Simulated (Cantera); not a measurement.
Input: 1 mol KCl, 20 mol H2, equilibrated at 2500 Pa.

Equilibrium computed with Cantera from the NASA thermochemical tables; the gas is ideal and each condensed phase is pure. Candidate condensed phases: K, KCl; 10 gas species. The numbers say what is thermodynamically allowed, not how fast it happens.

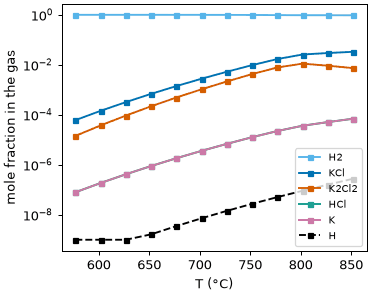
Figure: Equilibrium gas composition (values under 1e-9 drawn at 1e-9)

From 577 °C to 752 °C the condensed part is KCl(s). At 777 °C the condensed part is KCl(l). From 802 °C to 852 °C nothing is condensed. The main K-bearing gas is KCl throughout.
